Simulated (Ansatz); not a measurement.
# Rh (Rhodium, Fm-3m): thermal expansion from first principles, part 2 of 3

Aim: the lattice, expansion, heat capacity and bulk modulus of Rhodium as it warms.

Ansatz 0.2.0; DFT PBEsol, scalar-relativistic, plane waves, PAW.

So far. Step 2 (Probe on a coarse mesh): The start is under -2.7 GPa at this level and looks like a metal on this mesh. Step 4 (Tight relaxation): The residual pressure is 8.6e-5 GPa, small enough for phonons.

The database entry behind the starting cell differs from later determinations by our own check (an axis about 0.2 % short against later determinations), so it need not match the best structure at ambient conditions.

## 5. A new level, relaxed again

The functional, the potentials or the cutoff change, so the crystal is relaxed again at the new setting.

input.yaml reads:

```yaml
crystal:
  lattice:
    - [0.0, 1.889797941, 1.889797941]
    - [1.889797941, 0.0, 1.889797941]
    - [1.889797941, 1.889797941, 0.0]
  atoms:
    - { symbol: Rh, position: [0.0, 0.0, 0.0] }
kpoints:
  mp_grid: { grid: [20, 20, 20] }
hamiltonian:
  xc: pbesol
scf:
  occupations: { method: methfessel_paxton, width: 0.2 }
  lower_state_search: "off"
output:
  forces: true
  stress: true
  eigenvalues: true
  write_density: true
  write_potential: true
  elf: true
  volumetric_format: npy
basis:
  ecutwfc: 550.0
relax:
  adjacent_minimum: "off"
  f_tol: 0.001
  max_steps: 60
  cell: { stress_tol: 0.01 }
```

Launch:

```bash
$ ansatz run input.yaml --threads 8 --pin off --max-ram 16384MiB --backend cpu --events-out ev --progress --plain --runs-dir out
```

Numbers of over 12 decimals in the logs are rounded to 6 here.

What it wrote:

```text
[...]
Crystal: 1 atoms, lattice volume = 13.498 Å³
Basis set: ecut = 550 eV, 411 PW (Γ), exchange–correlation on 48×48×48 points (8 copies of the dense FFT grid, shifted against one another)
Bands: 13, of which v1, the nominal top of the filled ones, is band 9 counted from 1 (8 counted from 0)
Symmetry: 48 space group operations
[...]
k-points: 256 of 8000
[...]
SCF iter   1: F=—  HF=-6338.750970 eV  |F-HF|=—  |Δ(HF+E_count)|=         —  Δρ=9.56e-3  dr2=1.00e-2  ethr=1.77e-3  ⟨swp⟩=4.7  Hψ=18094  notcnv=0
[...]
SCF iter   5: F=-6338.748123 eV  HF=-6338.748123 eV  |F-HF|=3.30e-9  |Δ(HF+E_count)|=   1.73e-7  S|Δr|=    0.00e0  Δρ=1.68e-5  dr2=5.35e-9  ethr=5.88e-10  ⟨swp⟩=8.2  Hψ=22369  notcnv=0
SCF 1 converged in 5 iterations: F = -6338.748123 eV  dr2 = 5.35e-9
[...]
relax step   1: F+E_penalty+E_count = -6338.74812342 eV  Δ(F+E_penalty+E_count) = +0.000e0 eV  max|allowed force component| = 0.000e0 eV/Å  Δτ_max = 0.0000 Å  P = -0.030 GPa  Ω = 13.498 Å³  (5 SCF iters, dr2 threshold 1.00e-7 eV, accepted)
Crystal: 1 atoms, lattice volume = 13.496 Å³
[...]
SCF iter   3: F=-6338.748124 eV  HF=-6338.748124 eV  |F-HF|=2.69e-10  |Δ(HF+E_count)|=   1.56e-9  S|Δr|=    0.00e0  Δρ=5.83e-6  dr2=9.64e-10  ethr=1.36e-11  ⟨swp⟩=6.4  Hψ=14787  notcnv=0
SCF 2 converged in 3 iterations: F = -6338.748124 eV  dr2 = 9.64e-10
relax step   2: F+E_penalty+E_count = -6338.74812358 eV  Δ(F+E_penalty+E_count) = -1.593e-7 eV  max|allowed force component| = 0.000e0 eV/Å  Δτ_max = 0.0000 Å  P = +0.024 GPa  Ω = 13.496 Å³  energy of the carried Pulay correction = +1.098e-7 eV  (3 SCF iters, dr2 threshold 2.31e-9 eV, accepted)
Crystal: 1 atoms, lattice volume = 13.497 Å³
[...]
SCF iter   2: F=-6338.748124 eV  HF=-6338.748124 eV  |F-HF|=2.06e-10  |Δ(HF+E_count)|=   7.63e-8  S|Δr|=    0.00e0  Δρ=3.43e-6  dr2=5.78e-10  ethr=8.54e-12  ⟨swp⟩=4.9  Hψ=17009  notcnv=0
SCF 3 converged in 2 iterations: F = -6338.748124 eV  dr2 = 5.78e-10
relax step   3: F+E_penalty+E_count = -6338.74812361 eV  Δ(F+E_penalty+E_count) = -3.336e-8 eV  max|allowed force component| = 0.000e0 eV/Å  Δτ_max = 0.0000 Å  P = +0.000 GPa  Ω = 13.497 Å³  energy of the carried Pulay correction = +6.126e-8 eV  (2 SCF iters, dr2 threshold 1.45e-9 eV, accepted)
[...]
SCF iter   4: F=-6338.748124 eV  HF=-6338.748124 eV  |F-HF|=9.09e-13  |Δ(HF+E_count)|=  1.36e-11  S|Δr|=    0.00e0  Δρ=7.53e-8  dr2=3.20e-13  ethr=1.00e-12  ⟨swp⟩=3.0  Hψ=13694  notcnv=0
SCF 4 converged in 4 iterations: F = -6338.748124 eV  dr2 = 3.20e-13
relax step   4: F+E_penalty+E_count = -6338.74812361 eV  Δ(F+E_penalty+E_count) = -2.528e-10 eV  max|allowed force component| = 0.000e0 eV/Å  Δτ_max = 0.0000 Å  P = -0.000 GPa  Ω = 13.497 Å³  stress off target by 5.24e-5 GPa  SCF on the basis re-selected at this cell (its energy is not comparable with the rows above)  (4 SCF iters)
basis re-selected at this cell: Δ(F+E_penalty+E_count) = -2.528e-10 eV, ΔP = -0.000 GPa vs the last step (what re-selecting the basis moved, of the pressure what is left beyond the Pulay correction that the steps carried, after the strain that the cell walked since its last selection, with what the two solves' SCF thresholds leave and, on support functions, any second-order correction that the steps lacked; it is no  [...]
SCF converged after 4 iterations
[...]
Free energy (F): -6338.748124 eV
[...]
Internal energy: -6338.750034 eV  (E = F + TS)
E sigma→0 (E₀):  -6338.748601 eV
Entropy (-TS):   0.001910 eV (1.910 meV/atom)
Fermi energy:    22.781673 eV
[...]
--- Stress (GPa, compression-positive) ---
       -0.000052      -0.000000      -0.000000
       -0.000000      -0.000052       0.000000
       -0.000000       0.000000      -0.000052
  P = ⅓ Tr σ = -0.0001 GPa (-0.001 kbar)
--- Band table (eV; the first three rows and the last of 256) ---
  k-point 0: bands = [... 5 lower, 19.5897, 19.5897, 19.5897, 21.7650, 21.7650, 38.4889, 43.9114, 43.9114]
  k-point 1: bands = [... 5 lower, 19.5426, 19.6309, 19.6309, 21.7412, 21.7412, 38.6403, 43.3698, 44.0623]
  k-point 2: bands = [... 5 lower, 19.4201, 19.7421, 19.7421, 21.6860, 21.6860, 39.0575, 42.1700, 44.5043]
  k-point 255: bands = [... 5 lower, 18.8408, 18.8408, 21.5332, 23.8102, 32.4740, 32.4740, 34.0957, 35.5730]
--- Relaxed structure (3 steps of the walk, 3 accepted, 1 SCFs on fresh bases) ---
[...]
cell:  # Å, volume = 13.4968 Å³
    - [0.0, 1.889733, 1.889733]
    - [1.889733, 0, 1.889733]
    - [1.889733, 1.889733, 0]
  atoms:
    - { symbol: Rh, position: [0.0, 0.0, 0.0] }
```

Run time: 2 s. Hardware: 8 threads of Arm Neoverse V2, shared host; peak memory 0.38 GiB; 13 s of CPU time.

Little changed from the start: no atom moved by 0.005 Å and no cell edge by 0.1 %.

Numbers from this step:

| Quantity | Value |
| --- | --- |
| pressure | -5.24e-5 GPa |

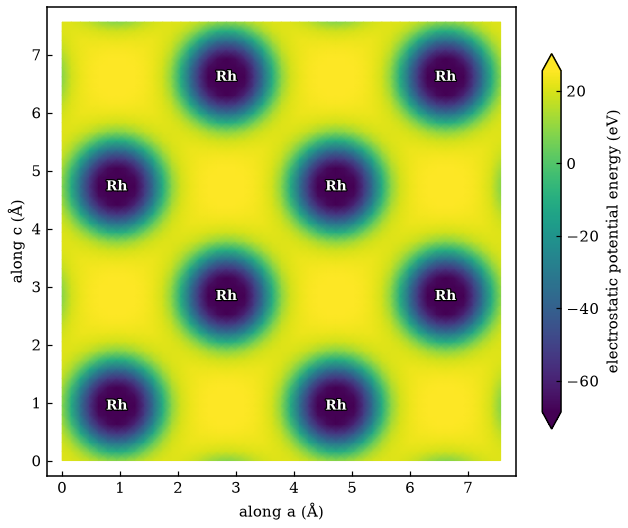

Electrostatic potential energy in the ac plane of the conventional cell at fractional y = 0.000, with atoms of Rh within 0.2 Å of it. With pseudopotentials it is smooth inside the atoms' cores, unlike the true potential. The map starts off the cell's origin, so that atoms lie inside it.

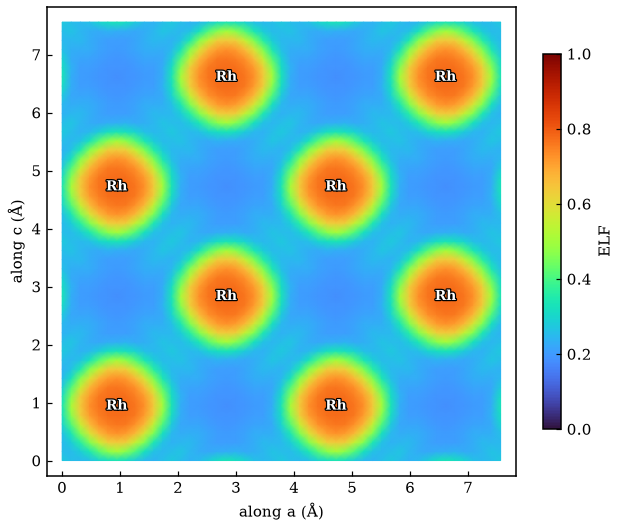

ELF in the ac plane of the conventional cell at fractional y = 0.000, with atoms of Rh within 0.2 Å of it. It is the smooth field of the valence electrons, not physical close to the nuclei. The map starts off the cell's origin, so that atoms lie inside it.

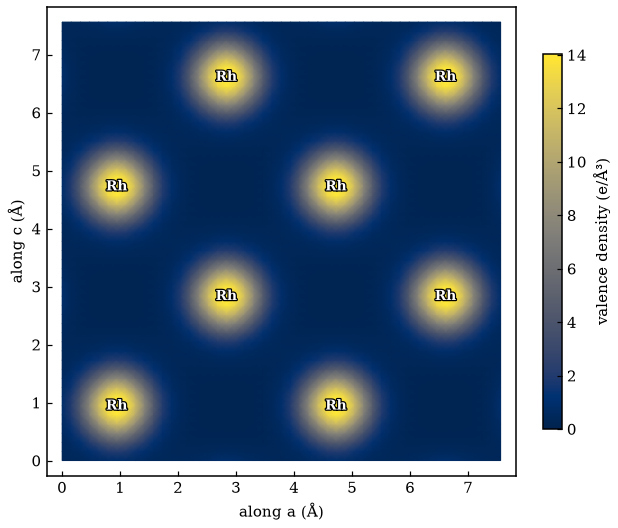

Valence density in the ac plane of the conventional cell at fractional y = 0.000, with atoms of Rh within 0.2 Å of it. It is the smooth field of the valence electrons, not physical close to the nuclei. The map starts off the cell's origin, so that atoms lie inside it.

The residual pressure is -5.2e-5 GPa, small enough for phonons.

## 6. Phonons on strained cells

Thermal expansion follows from how the free energy of the vibrations (and of the electrons in a metal) changes with strain, so the program makes strained cells, their phonons and a fit in one run.

input.yaml, the sections that differ from step 5:

```yaml
crystal:
  lattice:
    - [0.0, 1.8897333946, 1.8897333946]
    - [1.8897333946, 0.0, 1.8897333946]
    - [1.8897333946, 1.8897333946, 0.0]
  atoms:
    - { symbol: Rh, position: [0.0, 0.0, 0.0] }
output:
  eigenvalues: true
phonons:
  method: dfpt
  qmesh: [4, 4, 4]
  temperatures: { t_max: 1200.0, t_step: 50 }
  thermal_expansion: {}
# kpoints, hamiltonian, scf, basis: as in step 5
# relax: removed
```

What it wrote:

```text
[...]
Crystal: 1 atoms, lattice volume = 13.497 Å³
Basis set: ecut = 550 eV, 411 PW (Γ), exchange–correlation on 48×48×48 points (8 copies of the dense FFT grid, shifted against one another)
Bands: 13, of which v1, the nominal top of the filled ones, is band 9 counted from 1 (8 counted from 0)
Symmetry: 48 space group operations
[...]
k-points: 256 of 8000
[...]
SCF iter   1: F=—  HF=-6338.750974 eV  |F-HF|=—  |Δ(HF+E_count)|=         —  Δρ=9.56e-3  dr2=1.00e-2  ethr=1.77e-3  ⟨swp⟩=4.7  Hψ=18103  notcnv=0
[...]
SCF iter   7: F=-6338.748124 eV  HF=-6338.748124 eV  |F-HF|=1.82e-12  |Δ(HF+E_count)|=  2.73e-12  S|Δr|=    0.00e0  Δρ=2.09e-7  dr2=1.43e-12  ethr=1.00e-12  ⟨swp⟩=5.6  Hψ=13699  notcnv=0
SCF 1 converged in 7 iterations: F = -6338.748124 eV  dr2 = 1.43e-12
[...]
relax step   1: F+E_penalty+E_count = -6338.74812361 eV  Δ(F+E_penalty+E_count) = +0.000e0 eV  max|allowed force component| = 0.000e0 eV/Å  Δτ_max = 0.0000 Å  (7 SCF iters, accepted)
SCF converged after 7 iterations
[...]
Free energy (F): -6338.748124 eV
[...]
Internal energy: -6338.750034 eV  (E = F + TS)
E sigma→0 (E₀):  -6338.748601 eV
Entropy (-TS):   0.001910 eV (1.910 meV/atom)
Fermi energy:    22.781674 eV
[...]
--- Stress (GPa, compression-positive) ---
       -0.000050       0.000000       0.000000
        0.000000      -0.000050       0.000000
        0.000000      -0.000000      -0.000050
  P = ⅓ Tr σ = -0.0000 GPa (-0.000 kbar)
--- Band table (eV; the first three rows and the last of 256) ---
  k-point 0: bands = [... 5 lower, 19.5897, 19.5897, 19.5897, 21.7650, 21.7650, 38.4889, 43.9114, 43.9114]
  k-point 1: bands = [... 5 lower, 19.5426, 19.6309, 19.6309, 21.7412, 21.7412, 38.6403, 43.3698, 44.0624]
  k-point 2: bands = [... 5 lower, 19.4201, 19.7421, 19.7421, 21.6860, 21.6860, 39.0575, 42.1700, 44.5043]
  k-point 255: bands = [... 5 lower, 18.8408, 18.8408, 21.5332, 23.8102, 32.4740, 32.4740, 34.0957, 35.5730]
── thermal expansion: 3 new cells, 3 in all ──
thermal expansion: relaxation of cell 2
thermal expansion: relaxation of cell 3
── thermal expansion: 2 new cells, 5 in all ──
thermal expansion: relaxation of cell 4
thermal expansion: electrons of cell 4
thermal expansion: phonons of cell 4
thermal expansion: relaxation of cell 5
thermal expansion: electrons of cell 1
thermal expansion: electrons of cell 2
thermal expansion: electrons of cell 3
thermal expansion: electrons of cell 5
thermal expansion: phonons of cell 5
── thermal expansion: 5 new cells, 10 in all ──
thermal expansion: relaxation of cell 6
thermal expansion: relaxation of cell 7
thermal expansion: relaxation of cell 8
thermal expansion: relaxation of cell 9
thermal expansion: relaxation of cell 10
thermal expansion: electrons of cell 6
thermal expansion: electrons of cell 7
thermal expansion: electrons of cell 8
thermal expansion: electrons of cell 9
thermal expansion: electrons of cell 10
thermal expansion: phonons of cell 6
thermal expansion: phonons of cell 7
--- Relaxed structure (1 steps of the walk, 1 accepted, 0 SCFs on fresh bases) ---
  F+E_penalty+E_count = -6338.74812361 eV   max|allowed force component| = 0.000e0 eV/Å
  atoms:
    - { symbol: Rh, position: [0.0, 0.0, 0.0] }
--- Thermal expansion: 10 cells in 3 rounds, 0 GPa ---
  no lower state was looked for at cell 4: scf.lower_state_search: off
  without vibrations: a 2.67252, b 2.67252, c 2.67252 Å, V 13.4973 Å³, B 295.96 GPa
  at 0 K: a 2.67535, b 2.67535, c 2.67535 Å, V 13.5402 Å³, B 292.70 GPa
  zero-point expansion: a +0.106, b +0.106, c +0.106, V +0.318 %
      T/K        a/Å        b/Å        c/Å       V/Å³ | expansion of a, b, c, V (1e-6/K)   | that of V in the mean from 25 °C | C_P, C_V (J/mol K of the cell) | B_T, B_S (GPa)
     0.00    2.67535    2.67535    2.67535    13.5402 |    0.00    0.00    0.00    0.00 |   15.83 |     0.000     0.000 |   292.70   292.70
   150.00    2.67661    2.67661    2.67661    13.5594 |    6.47    6.47    6.47   19.41 |   22.35 |    20.149    20.016 |   289.31   291.24
   298.15    2.67957    2.67957    2.67957    13.6044 |    8.08    8.08    8.08   24.25 |       - |    24.720    24.314 |   283.10   287.83
   400.00    2.68185    2.68185    2.68185    13.6391 |    8.55    8.55    8.55   25.65 |   25.03 |    25.902    25.300 |   278.60   285.23
   550.00    2.68539    2.68539    2.68539    13.6933 |    9.07    9.07    9.07   27.20 |   25.94 |    27.110    26.198 |   271.73   281.19
   700.00    2.68915    2.68915    2.68915    13.7508 |    9.55    9.55    9.55   28.65 |   26.77 |    28.166    26.908 |   264.58   276.96
   850.00    2.69310    2.69310    2.69310    13.8116 |   10.05   10.05   10.05   30.14 |   27.59 |    29.220    27.568 |   257.14   272.55
  1000.00    2.69727    2.69727    2.69727    13.8758 |   10.58   10.58   10.58   31.75 |   28.42 |    30.310    28.210 |   249.38   267.95
  1150.00    2.70167    2.70167    2.70167    13.9438 |   11.16   11.16   11.16   33.48 |   29.29 |    31.448    28.835 |   241.30   263.17
  1200.00    2.70319    2.70319    2.70319    13.9674 |   11.37   11.37   11.37   34.10 |   29.58 |    31.838    29.039 |   238.54   261.53
  the static fit leaves 0.000 meV an atom of the energies and, of the stresses, 0.000 GPa of each cell's largest along a strain (root mean squares over the cells), whose Pulay part it has at -0.007 GPa
  vibrations' free energy: its fit passes through its cells
  the electrons' free energy at temperature is in it; its fit leaves 0.0011 meV an atom at the most
  free energies summed between the sampled wave vectors
  estimated error of the fitted expansion in any direction: up to 0.013e-6/K, at 1200 K, with few degrees of freedom (an estimate, not a bound: it was exceeded on models of known expansion)
  by sums over the sampled wave vectors an expansion of the volume parts by up to 0.66e-6/K
  by a static energy of one degree less an expansion of the volume parts by up to 0.06e-6/K
```

Elapsed: 9.7 min, on 8 threads; peak memory 4.5 GiB; 70 min of CPU time.

Numbers from this step:

```
pressure                                         : -4.98e-5 GPa
volume expansion coefficient at 298 K            : 24.25 1e-6/K
C_P at 298 K                                     : 24.72 J/mol-atom/K
entropy at 298 K                                 : 31.55 J/mol-atom/K
isothermal bulk modulus at 298 K                 : 283.1 GPa
Grüneisen parameter at 298 K                     : 2.314
volume at 298 K                                  : 13.60 Å³/atom
principal linear expansion coefficients at 298 K : 8.084, 8.084, 8.084 1e-6/K
```

Strained cells of the study; zero-point energy where phonons were solved; the pressures are stresses at a fixed cutoff and can carry an offset from the finite basis. Expansion cells, by row:

| cell | \|a\| (Å) | \|b\| (Å) | \|c\| (Å) | V (Å³/atom) | E - E_lowest (meV/atom) | pressure, compression positive (GPa) | gap (eV) | zero-point energy (meV/atom) |
| --- | --- | --- | --- | --- | --- | --- | --- | --- |
| 1 | 2.672 | 2.672 | 2.672 | 13.5 | 0 | -0.007 | - | - |
| 2 | 2.694 | 2.694 | 2.694 | 13.82 | 6.953 | -6.665 | - | - |
| 3 | 2.651 | 2.651 | 2.651 | 13.18 | 7.305 | 7.514 | - | - |
| 4 | 2.673 | 2.673 | 2.673 | 13.5 | 0.001 | -0.094 | - | 33.33 |
| 5 | 2.686 | 2.686 | 2.686 | 13.7 | 2.858 | -4.352 | - | 32.16 |
| 6 | 2.7 | 2.7 | 2.7 | 13.91 | 11.24 | -8.359 | - | 30.97 |
| 7 | 2.713 | 2.713 | 2.713 | 14.13 | 24.74 | -12.02 | - | 29.81 |
| 8 | 2.646 | 2.646 | 2.646 | 13.1 | 11.29 | 9.453 | - | - |
| 9 | 2.659 | 2.659 | 2.659 | 13.3 | 2.724 | 4.501 | - | - |
| 10 | 2.734 | 2.734 | 2.734 | 14.45 | 54.13 | -16.97 | - | - |

Quasi-harmonic; a, b, c are the run's own cell vectors. Expansion, by row:

| T (K) | a (Å) | b (Å) | c (Å) | alpha (deg) | beta (deg) | gamma (deg) | cell volume (Å³/cell) | alpha_a (1e-6/K) | alpha_b (1e-6/K) | alpha_c (1e-6/K) | alpha_V (1e-6/K) | C_P (J/mol-atom/K) | C_V (J/mol-atom/K) | S (J/mol-atom/K) | B_T (GPa) | B_S (GPa) | Grueneisen | extrapolation | fit error (1e-6/K) |
| --- | --- | --- | --- | --- | --- | --- | --- | --- | --- | --- | --- | --- | --- | --- | --- | --- | --- | --- | --- |
| 0 | 2.675 | 2.675 | 2.675 | 60 | 60 | 60 | 13.54 | 0 | 0 | 0 | 0 | 0 | 0 | 0 | 292.7 | 292.7 | - | 0 | 0 |
| 50 | 2.675 | 2.675 | 2.675 | 60 | 60 | 60 | 13.54 | 1.51 | 1.51 | 1.51 | 4.53 | 5.017 | 5.014 | 1.771 | 292.5 | 292.6 | 2.153 | 0 | 0 |
| 100 | 2.676 | 2.676 | 2.676 | 60 | 60 | 60 | 13.55 | 4.82 | 4.82 | 4.82 | 14.45 | 15.22 | 15.17 | 8.689 | 291.2 | 292.1 | 2.262 | 0 | 0 |
| 150 | 2.677 | 2.677 | 2.677 | 60 | 60 | 60 | 13.56 | 6.47 | 6.47 | 6.47 | 19.41 | 20.15 | 20.02 | 15.92 | 289.3 | 291.2 | 2.291 | 0 | 0 |
| 200 | 2.678 | 2.678 | 2.678 | 60 | 60 | 60 | 13.57 | 7.29 | 7.29 | 7.29 | 21.87 | 22.53 | 22.3 | 22.08 | 287.3 | 290.2 | 2.303 | 0 | 0 |
| 250 | 2.679 | 2.679 | 2.679 | 60 | 60 | 60 | 13.59 | 7.77 | 7.77 | 7.77 | 23.31 | 23.87 | 23.55 | 27.27 | 285.2 | 289 | 2.309 | 0 | 0 |
| 298.1 | 2.68 | 2.68 | 2.68 | 60 | 60 | 60 | 13.6 | 8.08 | 8.08 | 8.08 | 24.25 | 24.72 | 24.31 | 31.55 | 283.1 | 287.8 | 2.314 | 0 | 0 |
| 300 | 2.68 | 2.68 | 2.68 | 60 | 60 | 60 | 13.61 | 8.09 | 8.09 | 8.09 | 24.28 | 24.75 | 24.34 | 31.7 | 283 | 287.8 | 2.314 | 0 | 0 |
| 350 | 2.681 | 2.681 | 2.681 | 60 | 60 | 60 | 13.62 | 8.34 | 8.34 | 8.34 | 25.03 | 25.39 | 24.88 | 35.56 | 280.8 | 286.5 | 2.317 | 0 | 0 |
| 400 | 2.682 | 2.682 | 2.682 | 60 | 60 | 60 | 13.64 | 8.55 | 8.55 | 8.55 | 25.65 | 25.9 | 25.3 | 38.99 | 278.6 | 285.2 | 2.32 | 0 | 0 |
| 450 | 2.683 | 2.683 | 2.683 | 60 | 60 | 60 | 13.66 | 8.73 | 8.73 | 8.73 | 26.2 | 26.34 | 25.64 | 42.07 | 276.3 | 283.9 | 2.322 | 0 | 0.01 |
| 500 | 2.684 | 2.684 | 2.684 | 60 | 60 | 60 | 13.67 | 8.9 | 8.9 | 8.9 | 26.71 | 26.74 | 25.93 | 44.86 | 274.1 | 282.6 | 2.324 | 0 | 0.01 |
| 550 | 2.685 | 2.685 | 2.685 | 60 | 60 | 60 | 13.69 | 9.07 | 9.07 | 9.07 | 27.2 | 27.11 | 26.2 | 47.43 | 271.7 | 281.2 | 2.327 | 0 | 0.01 |
| 600 | 2.687 | 2.687 | 2.687 | 60 | 60 | 60 | 13.71 | 9.23 | 9.23 | 9.23 | 27.68 | 27.47 | 26.45 | 49.8 | 269.4 | 279.8 | 2.329 | 0 | 0.01 |
| 650 | 2.688 | 2.688 | 2.688 | 60 | 60 | 60 | 13.73 | 9.39 | 9.39 | 9.39 | 28.16 | 27.82 | 26.68 | 52.02 | 267 | 278.4 | 2.331 | 0 | 0.01 |
| 700 | 2.689 | 2.689 | 2.689 | 60 | 60 | 60 | 13.75 | 9.55 | 9.55 | 9.55 | 28.65 | 28.17 | 26.91 | 54.09 | 264.6 | 277 | 2.333 | 0 | 0.01 |
| 750 | 2.69 | 2.69 | 2.69 | 60 | 60 | 60 | 13.77 | 9.71 | 9.71 | 9.71 | 29.14 | 28.52 | 27.13 | 56.05 | 262.1 | 275.5 | 2.335 | 0 | 0.01 |
| 800 | 2.692 | 2.692 | 2.692 | 60 | 60 | 60 | 13.79 | 9.88 | 9.88 | 9.88 | 29.64 | 28.86 | 27.35 | 57.9 | 259.6 | 274 | 2.337 | 0 | 0.01 |
| 850 | 2.693 | 2.693 | 2.693 | 60 | 60 | 60 | 13.81 | 10.05 | 10.05 | 10.05 | 30.14 | 29.22 | 27.57 | 59.66 | 257.1 | 272.6 | 2.339 | 0 | 0.01 |
| 900 | 2.694 | 2.694 | 2.694 | 60 | 60 | 60 | 13.83 | 10.22 | 10.22 | 10.22 | 30.67 | 29.58 | 27.78 | 61.34 | 254.6 | 271 | 2.341 | 0 | 0.01 |
| 950 | 2.696 | 2.696 | 2.696 | 60 | 60 | 60 | 13.85 | 10.4 | 10.4 | 10.4 | 31.2 | 29.94 | 28 | 62.95 | 252 | 269.5 | 2.343 | 0 | 0.01 |
| 1000 | 2.697 | 2.697 | 2.697 | 60 | 60 | 60 | 13.88 | 10.58 | 10.58 | 10.58 | 31.75 | 30.31 | 28.21 | 64.49 | 249.4 | 267.9 | 2.345 | 0 | 0.01 |
| 1050 | 2.699 | 2.699 | 2.699 | 60 | 60 | 60 | 13.9 | 10.77 | 10.77 | 10.77 | 32.31 | 30.68 | 28.42 | 65.98 | 246.7 | 266.4 | 2.348 | 0 | 0.01 |
| 1100 | 2.7 | 2.7 | 2.7 | 60 | 60 | 60 | 13.92 | 10.96 | 10.96 | 10.96 | 32.89 | 31.06 | 28.63 | 67.42 | 244 | 264.8 | 2.35 | 0 | 0.01 |
| 1150 | 2.702 | 2.702 | 2.702 | 60 | 60 | 60 | 13.94 | 11.16 | 11.16 | 11.16 | 33.48 | 31.45 | 28.84 | 68.81 | 241.3 | 263.2 | 2.353 | 0 | 0.01 |
| 1200 | 2.703 | 2.703 | 2.703 | 60 | 60 | 60 | 13.97 | 11.37 | 11.37 | 11.37 | 34.1 | 31.84 | 29.04 | 70.15 | 238.5 | 261.5 | 2.356 | 0 | 0.01 |

Table of expansion coefficient by temperature; values in 1e-6/K:

| temperature (K) | volume | principal 1 |
| --- | --- | --- |
| 0 | 0 | 0 |
| 100 | 14.4 | 4.82 |
| 200 | 21.9 | 7.29 |
| 298 | 24.2 | 8.08 |
| 350 | 25.0 | 8.34 |
| 450 | 26.2 | 8.73 |
| 550 | 27.2 | 9.07 |
| 600 | 27.7 | 9.23 |
| 700 | 28.6 | 9.55 |
| 800 | 29.6 | 9.88 |
| 900 | 30.7 | 10.2 |
| 1000 | 31.8 | 10.6 |
| 1100 | 32.9 | 11.0 |
| 1200 | 34.1 | 11.4 |

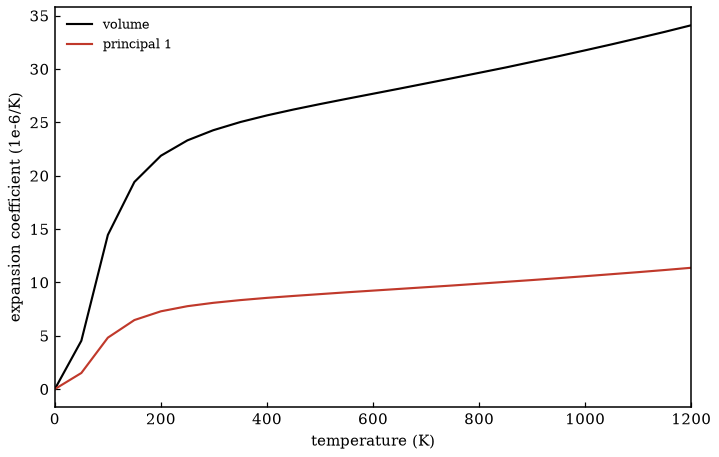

Expansion coefficient against temperature.

At 298 K the volume expansion is 24.3 × 10⁻⁶/K and B_T is 283 GPa. The q-mesh is coarse, so this is a first estimate.

(Part 2 of 3 ends here.)

[Logs are printed without paths, hosts, clocks, repeated set-up lines and the standing remarks that a program may print on its own settings, such as how far it seeks lower states.]

[Hosts, paths, dates, database ids (printed as entryN), source tags and the programs' standing remarks are cut or masked in the printed files.]

[A step with changed settings may run another functional than the one named; its input shows which.]

[Pressures of single members of a volume series are the stress at the run's cutoff; with an incomplete basis they can lie off −dE/dV of the same runs, and they are not shown converged.]
